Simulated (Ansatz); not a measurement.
The calculation's input:

```
crystal:
  periodic: [false, false, false]
  atoms:
    - {symbol: Si, position_ang: [-0.325790, -0.522995, -0.673896]}
    - {symbol: H, position_ang: [1.059256, -0.662469, -1.151403]}
    - {symbol: F, position_ang: [-1.140602, -1.823974, -1.059024]}
    - {symbol: F, position_ang: [-0.289852, -0.460898, 0.927988]}
    - {symbol: H, position_ang: [-1.053536, 0.662055, -1.155413]}
    - {symbol: H, position_ang: [0.633295, 1.017885, 1.636929]}
    - {symbol: F, position_ang: [1.117229, 1.790397, 1.474720]}
basis:
  gaussian: {orbitals: def2-TZVPP}
hamiltonian: {xc: pbe0, dispersion: d4}
output: {orbitals: {seedname: orbitals}}
```

Run with:

```sh
ansatz run in.yaml --threads 2 --pin off --events-out ev --progress --plain --max-ram 4352MiB
```

The reactant side of a reaction path; geometry: PBE0-D4/def2-TZVP.

Level of theory: Ansatz, RKS PBE0-D4/def2-TZVPP.

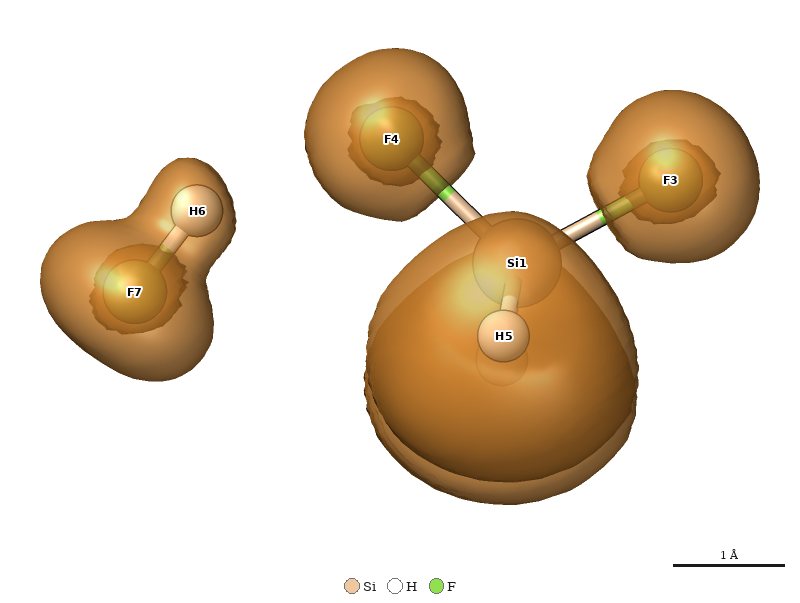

F2H2Si···HF. Isosurface of the ELF at 0.75 (orange), seen across its widest extent. Core shells and regions of very low density are left out.

> Identify the bonds, lone pairs and shells in this picture.

The ELF exceeds this value in two regions around hydrogen nuclei, two regions wrapped around F (its lone pairs, merged into a ring or cap) and one joined region spread over several atoms (F, H), in which their bonds and any lone pairs are merged. Along the contacts the grid gives the following. F4···H6 (1.88 Å): the ELF dips to about 0.05 between them; by its geometry a hydrogen bond between the two molecules, with no shared pair. Si–F (1.58 Å): the ELF peaks at about 0.85 in the valence shell of F, 0.6 Å from its nucleus, and is about 0.55 at the midpoint.
